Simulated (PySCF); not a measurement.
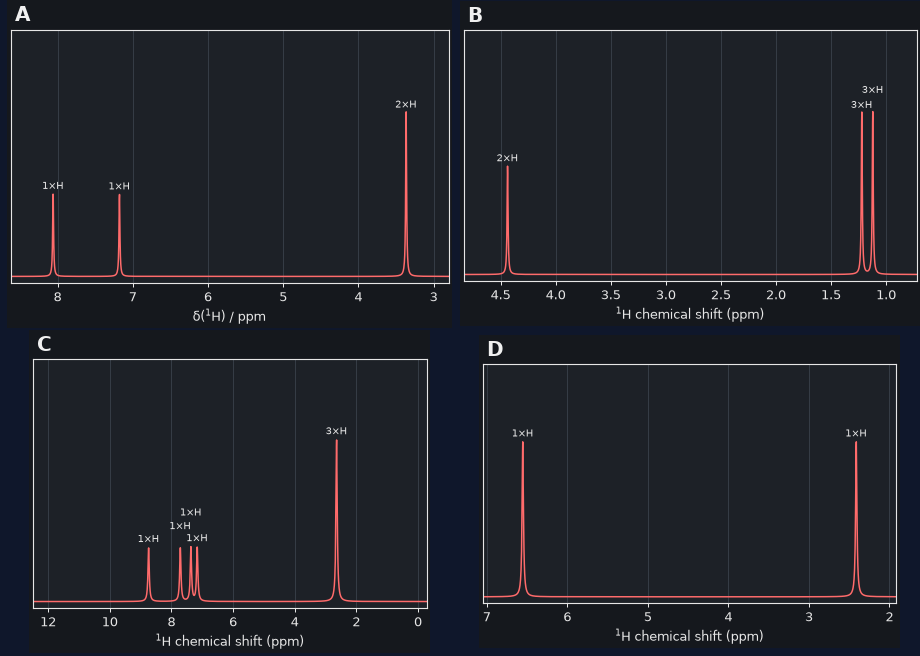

GIAO shifts, PBE0/pcSseg-2 in PySCF 2.14.0, at a PBE0-D3(BJ)/def2-SVP geometry (no frequency check), against TMS for ¹H computed at the same level. Gas phase, fully decoupled, line heights follow the number of nuclei, widths are arbitrary (no quadrupolar broadening); values of one conformer, averaged over methyl-type rotors and exact or near symmetry. Protons on N, O or S are those of the isolated molecule, without hydrogen bonds to neighbours or exchange.

> Which panel belongs to which molecule?
1. CH₈AsB, SMILES [BH3-][AsH2+]C
2. C₄H₂ClN, SMILES N#C[C@@H]1C=C1Cl
3. C₆H₇N (2-methylpyridine), SMILES Cc1ccccn1
4. C₃H₄N₂S, SMILES Nc1cnsc1

A: 4 (8.06 (1 H), 7.18 (1 H), 3.37 (2 H) ppm)
B: 1 (4.44 (2 H), 1.22 (3 H), 1.12 (3 H) ppm)
C: 3 (8.74 (1 H), 7.71 (1 H), 7.37 (1 H), 7.16 (1 H), 2.64 (3 H) ppm)
D: 2 (6.55 (1 H), 2.41 (1 H) ppm)

Limits of at least one run: relativity, spin-orbit coupling included, is left out, which matters for As nuclei and their neighbours.
